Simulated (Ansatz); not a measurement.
## Nudged elastic band of BSiH5SO (part 1 of 2)

System: BSiH5SO.
Method: RKS PBE/cc-pVDZ (Ansatz 0.2.0).

The run did not end well. It belongs to a series of runs on one base structure; here: band between the two ends.

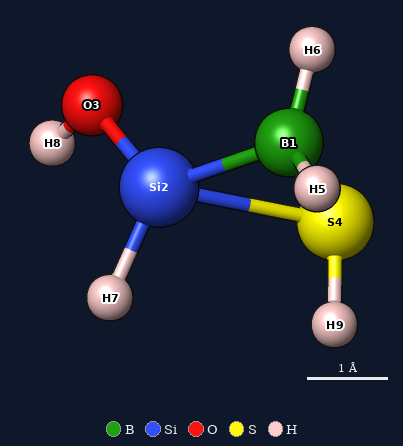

**Figure 1.** The structure as given in the input (ball-and-stick view, seen at a tilt; atoms are numbered from 1 in the order of the input).

**The input**
```yaml
crystal:
  periodic: [false, false, false]
  atoms:
    - { symbol: B, position_ang: [-0.575723, 1.222418, -0.242458] }
    - { symbol: Si, position_ang: [0.611867, -0.150138, 0.49354] }
    - { symbol: O, position_ang: [0.238911, -1.016487, 1.900819] }
    - { symbol: S, position_ang: [-0.983263, -0.539268, -1.224521] }
    - { symbol: H, position_ang: [-0.138102, 2.072054, -0.987673] }
    - { symbol: H, position_ang: [-1.550826, 1.434262, 0.450413] }
    - { symbol: H, position_ang: [1.877809, -0.702084, -0.128447] }
    - { symbol: H, position_ang: [0.64702, -1.903395, 1.934787] }
    - { symbol: H, position_ang: [-0.039393, -0.463661, -2.21356] }
basis:
  gaussian: { orbitals: cc-pVDZ }
hamiltonian:
  xc: pbe
neb:
  order_check: false
  images: 7
  f_tol: 0.05
  max_iterations: 60
  final_atoms:
    - { symbol: B, position_ang: [-0.57462312, 1.2247184, -0.24200222] }
    - { symbol: Si, position_ang: [0.60821615, -0.15022102, 0.4992654] }
    - { symbol: O, position_ang: [0.23839774, -1.02303149, 1.90379304] }
    - { symbol: S, position_ang: [-0.98459693, -0.54195558, -1.22059396] }
    - { symbol: H, position_ang: [-1.55498782, 1.45258286, 0.43784819] }
    - { symbol: H, position_ang: [-0.12208162, 2.06268053, -0.99215109] }
    - { symbol: H, position_ang: [1.87759838, -0.69270956, -0.12448444] }
    - { symbol: H, position_ang: [0.64463712, -1.91116223, 1.9346333] }
    - { symbol: H, position_ang: [-0.0442599, -0.4672009, -2.21340823] }
  initial_path:
    images:
      - { positions_ang: [[-0.575723, 1.222418, -0.242458], [0.611867, -0.150138, 0.49354], [0.238911, -1.016487, 1.900819], [-0.983263, -0.539268, -1.224521], [-0.138102, 2.072054, -0.987673], [-1.550826, 1.434262, 0.450413], [1.877809, -0.702084, -0.128447], [0.64702, -1.903395, 1.934787], [-0.039393, -0.463661, -2.21356]] }
      - { positions_ang: [[-0.53522365, 1.27589299, -0.16898423], [0.53079509, -0.1887559, 0.41205576], [0.15561085, -1.00284556, 1.85111757], [-0.85961462, -0.78860886, -1.2608851], [-0.51094639, 1.96342253, -0.69213588], [-1.09986141, 1.68206061, 0.30770566], [1.85220954, -0.58290155, -0.10018108], [0.59886108, -1.88084667, 1.87990584], [-0.04353049, -0.52371658, -2.24569854]] }
      - { positions_ang: [[-0.4947243, 1.32936797, -0.09551047], [0.44972318, -0.22737379, 0.33057152], [0.0723107, -0.98920412, 1.80141613], [-0.73596625, -1.03794972, -1.29724919], [-0.88379077, 1.85479105, -0.39659875], [-0.64889681, 1.92985921, 0.16499832], [1.82661008, -0.4637191, -0.07191516], [0.55070216, -1.85829834, 1.82502467], [-0.04766799, -0.58377216, -2.27783707]] }
      - { positions_ang: [[-0.45422495, 1.38284296, -0.0220367], [0.36865127, -0.26599169, 0.24908728], [-0.01098945, -0.97556268, 1.7517147], [-0.61231787, -1.28729058, -1.33361329], [-1.25663516, 1.74615958, -0.10106163], [-0.19793222, 2.17765782, 0.02229097], [1.80101062, -0.34453666, -0.04364925], [0.50254324, -1.83575001, 1.77014351], [-0.05180548, -0.64382775, -2.30997561]] }
      - { positions_ang: [[-0.41372561, 1.43631795, 0.05143707], [0.28757935, -0.30460958, 0.16760304], [-0.09428959, -0.96192124, 1.70201327], [-0.48866949, -1.53663144, -1.36997738], [-1.62947955, 1.63752811, 0.1944755], [0.25303238, 2.42545643, -0.12041637], [1.77541116, -0.22535421, -0.01538333], [0.45438432, -1.81320168, 1.71526235], [-0.05594298, -0.70388333, -2.34211414]] }
      - { positions_ang: [[-0.45394998, 1.38341806, -0.02192275], [0.36773855, -0.26601244, 0.25051863], [-0.01111776, -0.9771988, 1.75245821], [-0.61265135, -1.28796248, -1.33263152], [-1.61085662, 1.5912918, 0.25531867], [0.15925388, 2.33476245, -0.33835005], [1.80095796, -0.34219305, -0.0426586], [0.50194752, -1.83769181, 1.77010508], [-0.05302221, -0.64471272, -2.30993767]] }
      - { positions_ang: [[-0.49417436, 1.33051817, -0.09528258], [0.44789775, -0.2274153, 0.33343422], [0.07205407, -0.99247637, 1.80290315], [-0.73663321, -1.03929351, -1.29528567], [-1.59223368, 1.54505548, 0.31616184], [0.06547538, 2.24406848, -0.55628373], [1.82650477, -0.45903188, -0.06993388], [0.54951072, -1.86218195, 1.82494782], [-0.05010144, -0.58554212, -2.27776119]] }
      - { positions_ang: [[-0.53439874, 1.27761828, -0.1686424], [0.52805695, -0.18881816, 0.41634981], [0.15522591, -1.00775393, 1.85334809], [-0.86061507, -0.79062455, -1.25793981], [-1.57361075, 1.49881917, 0.37700502], [-0.02830312, 2.1533745, -0.77421741], [1.85205157, -0.57587072, -0.09720916], [0.59707392, -1.88667209, 1.87979056], [-0.04718067, -0.52637151, -2.24558471]] }
      - { positions_ang: [[-0.57462312, 1.2247184, -0.24200222], [0.60821615, -0.15022102, 0.4992654], [0.23839774, -1.02303149, 1.90379304], [-0.98459693, -0.54195558, -1.22059396], [-1.55498782, 1.45258286, 0.43784819], [-0.12208162, 2.06268053, -0.99215109], [1.87759838, -0.69270956, -0.12448444], [0.64463712, -1.91116223, 1.9346333], [-0.0442599, -0.4672009, -2.21340823]] }
```

Launched with:
```bash
ansatz run input.yaml --threads 1 --pin off --max-ram 2048MiB --backend cpu --events-out ev --progress --plain --runs-dir out
```

**Output**
```
Engine: ansatz 0.2.0, x86_64-unknown-linux-gnu
Functional definition: PBE
  parameter kappa = 0.804
  parameter beta = 0.06672455060314922
  exchange = pbe_x(kappa = kappa, mu = beta*pi^2/3)
  correlation = pbe_c(beta = beta)
1068 factors; their error is unknown
mean field evaluation 1: about -21498.1249 eV, gradient 6.0e1 eV
mean field evaluation 2: about -21459.1710 eV, gradient 1.4e2 eV
mean field evaluation 4: about -21506.1436 eV, gradient 1.2e1 eV
mean field evaluation 8: about -21506.6119 eV, gradient 1.9e-1 eV
mean field evaluation 16: about -21506.5674 eV, gradient 2.6e-4 eV
mean field -21506.56744028 eV, -790.3517757552 hartree, gradient 2.5e-5 eV, S^2 0.000000; 0 other end points of the search recorded, 0 dependent functions left out
the calculation of the forces begins
reference -21506.56747565 eV, -790.3517770551 hartree; 24, 24 occupied and 65, 65 virtual orbitals, 1068 factors
1068 factors; their error is unknown
mean field evaluation 32: about -21506.5673 eV, gradient 1.1e-3 eV
mean field -21506.56730641 eV, -790.3517708358 hartree, gradient 2.4e-5 eV, S^2 0.000000; 0 other end points of the search recorded, 0 dependent functions left out
[... from here on the field's lines of each further geometry are left out, up to the last ...]
NEB iter   1: max|band force component| = 8.100e1 eV/Å  barrier→ = 23.0952 eV  barrier← = 23.0951 eV  Δτ_max = 0.2000 Å  (259 SCF iters)
NEB iter   2: max|band force component| = 1.351e1 eV/Å  barrier→ = 7.0634 eV  barrier← = 7.0633 eV  Δτ_max = 0.1992 Å  (222 SCF iters)
NEB iter   3: max|band force component| = 8.349e0 eV/Å  barrier→ = 4.5984 eV  barrier← = 4.5983 eV  Δτ_max = 0.1961 Å  (214 SCF iters)
NEB iter   4: max|band force component| = 3.703e0 eV/Å  barrier→ = 2.4512 eV  barrier← = 2.4511 eV  Δτ_max = 0.2000 Å  (212 SCF iters)
NEB iter   5: max|band force component| = 2.123e0 eV/Å  barrier→ = 1.2725 eV  barrier← = 1.2724 eV  Δτ_max = 0.2000 Å  (205 SCF iters)
NEB iter   6: max|band force component| = 9.737e-1 eV/Å  barrier→ = 0.8718 eV  barrier← = 0.8716 eV  Δτ_max = 0.1950 Å  (198 SCF iters)
NEB iter   7: max|band force component| = 3.164e0 eV/Å  barrier→ = 1.1105 eV  barrier← = 1.1103 eV  Δτ_max = 0.1026 Å  (199 SCF iters)
NEB iter   8: max|band force component| = 1.256e0 eV/Å  barrier→ = 0.6679 eV  barrier← = 0.6677 eV  Δτ_max = 0.2000 Å  (200 SCF iters)
NEB iter   9: max|band force component| = 7.813e-1 eV/Å  barrier→ = 0.6746 eV  barrier← = 0.6744 eV  Δτ_max = 0.0653 Å  (194 SCF iters)
NEB iter  10: max|band force component| = 2.544e-1 eV/Å  barrier→ = 0.6565 eV  barrier← = 0.6564 eV  CI = image 4  Δτ_max = 0.0895 Å  (195 SCF iters)
NEB iter  11: max|band force component| = 1.469e-1 eV/Å  barrier→ = 0.6584 eV  barrier← = 0.6582 eV  CI = image 4  Δτ_max = 0.0639 Å  (196 SCF iters)
NEB iter  12: max|band force component| = 1.063e-1 eV/Å  barrier→ = 0.6560 eV  barrier← = 0.6559 eV  CI = image 4  Δτ_max = 0.1824 Å  (195 SCF iters)
NEB iter  13: max|band force component| = 1.873e-1 eV/Å  barrier→ = 0.6469 eV  barrier← = 0.6468 eV  CI = image 4  Δτ_max = 0.0920 Å  (197 SCF iters)
NEB iter  14: max|band force component| = 9.904e-2 eV/Å  barrier→ = 0.6500 eV  barrier← = 0.6498 eV  CI = image 4  Δτ_max = 0.0903 Å  (197 SCF iters)
NEB iter  15: max|band force component| = 1.244e-1 eV/Å  barrier→ = 0.6376 eV  barrier← = 0.6374 eV  CI = image 4  Δτ_max = 0.0453 Å  (198 SCF iters)
NEB iter  16: max|band force component| = 1.686e-1 eV/Å  barrier→ = 0.6359 eV  barrier← = 0.6358 eV  CI = image 4  Δτ_max = 0.0227 Å  (199 SCF iters)
NEB iter  17: max|band force component| = 4.468e-1 eV/Å  barrier→ = 0.6311 eV  barrier← = 0.6310 eV  CI = image 5  Δτ_max = 0.0453 Å  (196 SCF iters)
NEB iter  18: max|band force component| = 4.315e-1 eV/Å  barrier→ = 0.6373 eV  barrier← = 0.6372 eV  CI = image 5  Δτ_max = 0.0903 Å  (192 SCF iters)
NEB iter  19: max|band force component| = 4.413e-1 eV/Å  barrier→ = 0.6468 eV  barrier← = 0.6467 eV  CI = image 5  Δτ_max = 0.1774 Å  (194 SCF iters)
NEB iter  20: max|band force component| = 1.586e-1 eV/Å  barrier→ = 0.6526 eV  barrier← = 0.6524 eV  CI = image 5  Δτ_max = 0.1994 Å  (201 SCF iters)
NEB iter  21: max|band force component| = 4.245e-1 eV/Å  barrier→ = 0.6502 eV  barrier← = 0.6500 eV  CI = image 5  Δτ_max = 0.0985 Å  (214 SCF iters)
NEB iter  22: max|band force component| = 3.651e-1 eV/Å  barrier→ = 0.6464 eV  barrier← = 0.6463 eV  CI = image 5  Δτ_max = 0.0993 Å  (200 SCF iters)
NEB iter  23: max|band force component| = 2.817e-1 eV/Å  barrier→ = 0.6398 eV  barrier← = 0.6397 eV  CI = image 5  Δτ_max = 0.1001 Å  (198 SCF iters)
NEB iter  24: max|band force component| = 2.898e-1 eV/Å  barrier→ = 0.6319 eV  barrier← = 0.6318 eV  CI = image 5  Δτ_max = 0.0500 Å  (197 SCF iters)
NEB iter  25: max|band force component| = 2.280e-1 eV/Å  barrier→ = 0.6262 eV  barrier← = 0.6261 eV  CI = image 5  Δτ_max = 0.0501 Å  (197 SCF iters)
NEB iter  26: max|band force component| = 2.442e-1 eV/Å  barrier→ = 0.6212 eV  barrier← = 0.6211 eV  CI = image 5  Δτ_max = 0.0502 Å  (197 SCF iters)
NEB iter  27: max|band force component| = 2.053e-1 eV/Å  barrier→ = 0.6161 eV  barrier← = 0.6160 eV  CI = image 5  Δτ_max = 0.0501 Å  (196 SCF iters)
NEB iter  28: max|band force component| = 1.099e-1 eV/Å  barrier→ = 0.6107 eV  barrier← = 0.6106 eV  CI = image 5  Δτ_max = 0.0502 Å  (197 SCF iters)
NEB iter  29: max|band force component| = 1.146e-1 eV/Å  barrier→ = 0.6050 eV  barrier← = 0.6048 eV  CI = image 5  Δτ_max = 0.0501 Å  (200 SCF iters)
NEB iter  30: max|band force component| = 1.431e-1 eV/Å  barrier→ = 0.5989 eV  barrier← = 0.5988 eV  CI = image 5  Δτ_max = 0.0251 Å  (197 SCF iters)
NEB iter  31: max|band force component| = 1.235e-1 eV/Å  barrier→ = 0.5959 eV  barrier← = 0.5957 eV  CI = image 5  Δτ_max = 0.0250 Å  (202 SCF iters)
NEB iter  32: max|band force component| = 9.930e-2 eV/Å  barrier→ = 0.5926 eV  barrier← = 0.5924 eV  CI = image 5  Δτ_max = 0.0250 Å  (202 SCF iters)
NEB iter  33: max|band force component| = 1.524e-1 eV/Å  barrier→ = 0.5895 eV  barrier← = 0.5893 eV  CI = image 5  Δτ_max = 0.0125 Å  (198 SCF iters)
NEB iter  34: max|band force component| = 9.184e-2 eV/Å  barrier→ = 0.5878 eV  barrier← = 0.5877 eV  CI = image 5  Δτ_max = 0.0250 Å  (170 SCF iters)
NEB iter  35: max|band force component| = 9.132e-2 eV/Å  barrier→ = 0.5846 eV  barrier← = 0.5845 eV  CI = image 5  Δτ_max = 0.0250 Å  (189 SCF iters)
NEB iter  36: max|band force component| = 9.318e-2 eV/Å  barrier→ = 0.5814 eV  barrier← = 0.5813 eV  CI = image 5  Δτ_max = 0.0250 Å  (184 SCF iters)
NEB iter  37: max|band force component| = 9.321e-2 eV/Å  barrier→ = 0.5782 eV  barrier← = 0.5781 eV  CI = image 5  Δτ_max = 0.0250 Å  (187 SCF iters)
NEB iter  38: max|band force component| = 1.060e-1 eV/Å  barrier→ = 0.5750 eV  barrier← = 0.5748 eV  CI = image 5  Δτ_max = 0.0501 Å  (195 SCF iters)
NEB iter  39: max|band force component| = 1.234e-1 eV/Å  barrier→ = 0.5684 eV  barrier← = 0.5682 eV  CI = image 5  Δτ_max = 0.1003 Å  (202 SCF iters)
NEB iter  40: max|band force component| = 1.583e-1 eV/Å  barrier→ = 0.5556 eV  barrier← = 0.5554 eV  CI = image 5  Δτ_max = 0.1005 Å  (200 SCF iters)
NEB iter  41: max|band force component| = 1.889e-1 eV/Å  barrier→ = 0.5432 eV  barrier← = 0.5431 eV  CI = image 5  Δτ_max = 0.1005 Å  (197 SCF iters)
NEB iter  42: max|band force component| = 3.221e-1 eV/Å  barrier→ = 0.5333 eV  barrier← = 0.5332 eV  CI = image 5  Δτ_max = 0.0502 Å  (200 SCF iters)
NEB iter  43: max|band force component| = 2.756e-1 eV/Å  barrier→ = 0.5281 eV  barrier← = 0.5280 eV  CI = image 5  Δτ_max = 0.1003 Å  (202 SCF iters)
NEB iter  44: max|band force component| = 3.353e-1 eV/Å  barrier→ = 0.5205 eV  barrier← = 0.5204 eV  CI = image 5  Δτ_max = 0.2000 Å  (200 SCF iters)
NEB iter  45: max|band force component| = 3.819e0 eV/Å  barrier→ = 0.5218 eV  barrier← = 0.5216 eV  CI = image 1  Δτ_max = 0.1966 Å  (205 SCF iters)
NEB iter  46: max|band force component| = 8.791e-1 eV/Å  barrier→ = 0.6236 eV  barrier← = 0.6234 eV  CI = image 5  Δτ_max = 0.1617 Å  (197 SCF iters)
NEB iter  47: max|band force component| = 3.769e0 eV/Å  barrier→ = 0.5318 eV  barrier← = 0.5316 eV  CI = image 1  Δτ_max = 0.1971 Å  (200 SCF iters)
NEB iter  48: max|band force component| = 1.366e0 eV/Å  barrier→ = 0.6906 eV  barrier← = 0.6905 eV  CI = image 5  Δτ_max = 0.1900 Å  (199 SCF iters)
NEB iter  49: max|band force component| = 6.064e-1 eV/Å  barrier→ = 0.5460 eV  barrier← = 0.5458 eV  CI = image 5  Δτ_max = 0.1980 Å  (199 SCF iters)
NEB iter  50: max|band force component| = 3.930e0 eV/Å  barrier→ = 0.5420 eV  barrier← = 0.5419 eV  CI = image 1  Δτ_max = 0.0994 Å  (200 SCF iters)
NEB iter  51: max|band force component| = 4.570e-1 eV/Å  barrier→ = 0.5528 eV  barrier← = 0.5527 eV  CI = image 5  Δτ_max = 0.0803 Å  (197 SCF iters)
NEB iter  52: max|band force component| = 3.955e0 eV/Å  barrier→ = 0.5441 eV  barrier← = 0.5439 eV  CI = image 1  Δτ_max = 0.1984 Å  (197 SCF iters)
NEB iter  53: max|band force component| = 1.214e0 eV/Å  barrier→ = 0.6179 eV  barrier← = 0.6177 eV  CI = image 5  Δτ_max = 0.1759 Å  (205 SCF iters)
NEB iter  54: max|band force component| = 4.090e0 eV/Å  barrier→ = 0.5491 eV  barrier← = 0.5490 eV  CI = image 1  Δτ_max = 0.1970 Å  (199 SCF iters)
NEB iter  55: max|band force component| = 1.490e0 eV/Å  barrier→ = 0.6487 eV  barrier← = 0.6486 eV  CI = image 5  Δτ_max = 0.1562 Å  (204 SCF iters)
NEB iter  56: max|band force component| = 4.213e0 eV/Å  barrier→ = 0.5493 eV  barrier← = 0.5491 eV  CI = image 1  Δτ_max = 0.1846 Å  (202 SCF iters)
NEB iter  57: max|band force component| = 1.853e0 eV/Å  barrier→ = 0.6435 eV  barrier← = 0.6434 eV  CI = image 5  Δτ_max = 0.2000 Å  (195 SCF iters)
NEB iter  58: max|band force component| = 4.231e0 eV/Å  barrier→ = 0.5443 eV  barrier← = 0.5442 eV  CI = image 1  Δτ_max = 0.1613 Å  (198 SCF iters)
NEB iter  59: max|band force component| = 2.124e0 eV/Å  barrier→ = 0.7041 eV  barrier← = 0.7040 eV  CI = image 5  Δτ_max = 0.1967 Å  (199 SCF iters)
the calculation of the forces begins
reference -21506.15265855 eV, -790.3365328077 hartree; 24, 24 occupied and 65, 65 virtual orbitals, 1068 factors
these checks for a lower state are left out or cut short: starts, cluster_reference, orbital_swaps, neighbouring_geometries, increment
1068 factors; their error is unknown
mean field -21506.42462902 eV, -790.3465275381 hartree, gradient 1.0e-5 eV, S^2 0.000000; 0 other end points of the search recorded, 0 dependent functions left out
the calculation of the forces begins
reference -21506.42466466 eV, -790.3465288482 hartree; 24, 24 occupied and 65, 65 virtual orbitals, 1068 factors
NEB iter  60: max|band force component| = 6.516e-1 eV/Å  barrier→ = 0.5359 eV  barrier← = 0.5358 eV  CI = image 5  Δτ_max = 0.1988 Å  (197 SCF iters)
```
